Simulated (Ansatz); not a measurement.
**SnSe2 (P-3m1): how ε∞ follows the gap**

The empty bands of SnSe2 (P-3m1) are shifted up rigidly by Δ, and ε∞ along x is computed for each shift. x, y and z are the Cartesian axes of the input cell.

Cell: a, b, c = 3.811, 3.811, 6.136 Å (primitive vectors), 3 atoms.

Method: Ansatz 0.2.0, PBE, independent particles, k-mesh 9×9×4 with interpolation inside its cells, Gaussian parameter 0.1 eV.

Launch of the response step: `ansatz run input.yaml --threads 4 --pin off --max-ram 8192MiB --backend cpu --events-out ev --progress --plain --runs-dir out`. The series took 10.1 min in all, on 4 threads of AMD EPYC (Zen 3), with other jobs on the host.

| Δ (eV) | ε∞ along x |
| --- | --- |
| 0.00 | 11.698 |
| 0.40 | ? |
| 0.80 | 9.839 |
| 1.20 | 9.161 |
| 1.60 | 8.591 |
| 2.00 | 8.103 |

With one effective transition at E₀ and fixed dipole strength, ε∞ − 1 = A/(E₀ + Δ), so 1/(ε∞ − 1) is linear in Δ.

Working, on the rows shown:

| x = Δ (eV) | y = 1/(ε∞ − 1) |
| --- | --- |
| 0 | 0.0934754 |
| 0.8 | 0.113135 |
| 1.2 | 0.122534 |
| 1.6 | 0.131735 |
| 2 | 0.140786 |

Means: x̄ = 1.12, ȳ = 0.12033. Σ(x − x̄)(y − ȳ) = 0.05603, Σ(x − x̄)² = 2.368. Slope = 0.05603 / 2.368 = 0.02366; intercept = ȳ − slope · x̄ = 0.093832. Turned back into ε∞ along x, the line misses the rows shown by at most 0.041.

Fill in the last column of the withheld row.

At x = 0.4 the line gives y = 0.1033, that is 10.681. The run gave 10.663, so the interpolation is off by 0.018, 0.5 % of the range in the table.

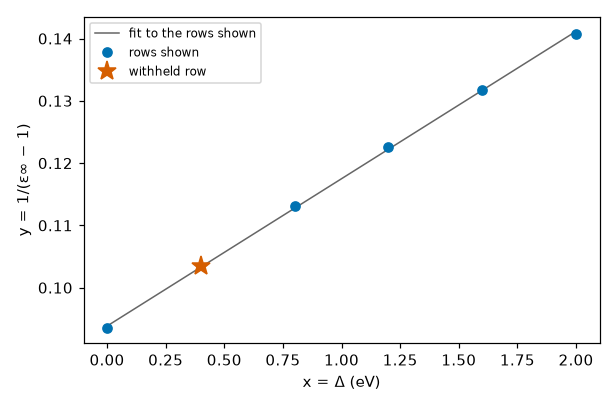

Refitted with all rows, the slope is 0.02362 and the intercept 0.093905. These give E₀ = intercept/slope = 4.0 eV, far above the least direct gap of 1.10 eV: most of the screening comes from transitions well over the edge. Over the first step ε∞ falls by 22 % per eV. Excitons are left out and so are local fields; PBE gaps are as a rule too small. Spin-orbit coupling is left out.
